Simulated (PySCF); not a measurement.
C12H11N, SMILES Cc1ccccc1-c1ccncc1 at its GFN2-xTB optimised geometry (Å):

```
24

C     -1.8714    -1.1609     0.0440
C     -1.0728     0.1085     0.0000
C     -1.7379     1.3286    -0.0175
C     -1.0481     2.5264    -0.0371
C      0.3363     2.5225    -0.0250
C      1.0136     1.3191     0.0000
C      0.3248     0.1085     0.0000
C      1.1126    -1.1377     0.0086
C      2.0834    -1.3539     0.9848
C      2.8188    -2.5263     0.9478
N      2.6583    -3.4609     0.0261
C      1.7458    -3.2530    -0.9081
C      0.9506    -2.1208    -0.9651
H     -1.3087    -1.9698     0.5036
H     -2.7898    -1.0069     0.6071
H     -2.1498    -1.4694    -0.9642
H     -2.8188     1.3345    -0.0125
H     -1.5892     3.4609    -0.0543
H      0.8853     3.4523    -0.0329
H      2.0944     1.3061     0.0016
H      2.2467    -0.6232     1.7627
H      3.5770    -2.7317     1.6928
H      1.6496    -4.0375    -1.6479
H      0.2316    -1.9937    -1.7594
```

Computed with CAM-B3LYP/def2-SVP run with PySCF. Cells within 0.4 Å of a nucleus heavier than hydrogen are left out (blank, or x).

Map of the log10 of the electron density (e/bohr³), floored at −4 on the plane z = 1.2 Å:

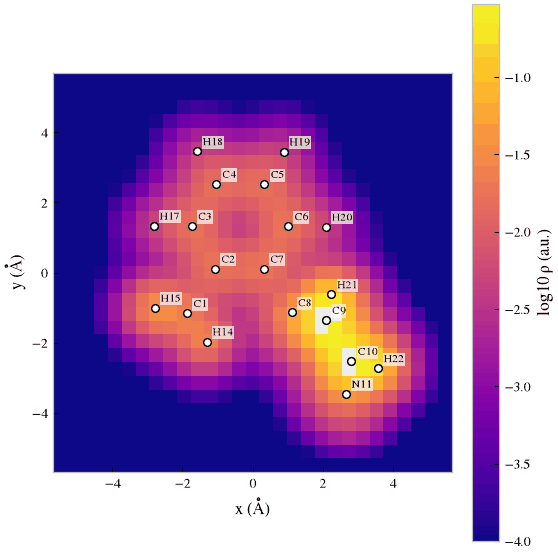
Figure: Log10 of the electron density (e/bohr³), floored at −4 on the plane z = 1.2 Å.
